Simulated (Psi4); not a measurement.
**How methods differ on CH6BN (SMILES CBN)**

CH6BN: 9 atoms, total charge 0, spin state singlet. As SMILES, `CBN`. The coordinates come from a PBE0-D4/def2-TZVP relaxation.

```xyz
9

C    -0.6653    0.7577   -0.5903
B     0.4594   -0.2829   -0.2562
N     0.5928   -0.8428    1.0107
H    -1.2919    0.3908   -1.4106
H    -0.2246    1.6922   -0.9543
H    -1.3199    0.9989    0.2523
H     1.2488   -0.6328   -1.0928
H     1.3062   -1.5110    1.2449
H    -0.0168   -0.6164    1.7792
```

Quantity: the energy change with the C1–H5 bond stretched from 1.095 to 2.410 Å, in eV. The values are calculated.

```tsv
level	kind	program	value (eV)	less CCSD(T)/cc-pVDZ	CPU time (all runs)
HF/cc-pVDZ (restricted)	Hartree–Fock	Psi4	5.43	+1.34	26 s
PBE/cc-pVDZ (restricted)	GGA	Psi4	4.35	+0.26	97 s
B3LYP/cc-pVDZ (restricted)	global hybrid	Psi4	4.58	+0.49	91 s
BHLYP/cc-pVDZ (restricted)	global hybrid	Psi4	5.07	+0.98	68 s
wB97X-V/cc-pVDZ (restricted)	range-separated hybrid	Psi4	5.05	+0.96	13 min
DSD-PBEP86/cc-pVDZ (density fitting for correlation) (restricted)	double hybrid	Psi4	4.81	+0.72	55 s
CCSD(T)/cc-pVDZ (restricted)	coupled cluster or CI	Psi4	4.09	0.00	76 s
CCSD/cc-pVDZ (restricted)	coupled cluster or CI	Psi4	4.37	+0.28	64 s
```

Differences are taken from CCSD(T)/cc-pVDZ (restricted) for orientation; it has basis-set and higher-order errors of its own. Its T1 diagnostic reaches 0.032, a sign that one reference may not serve. At this stretch a single reference begins to fail. The first shape isn't each level's own minimum. The values span 4.09 to 5.43 eV. Times are those of the runs behind each value, whatever else they computed, on shared processors of several kinds: orders of magnitude only.

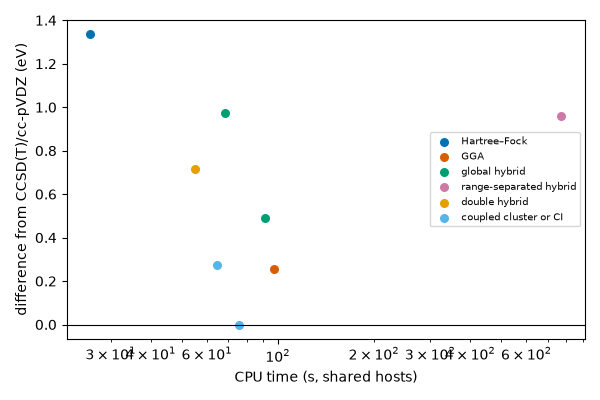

Difference from CCSD(T)/cc-pVDZ against processor time, one point a level.
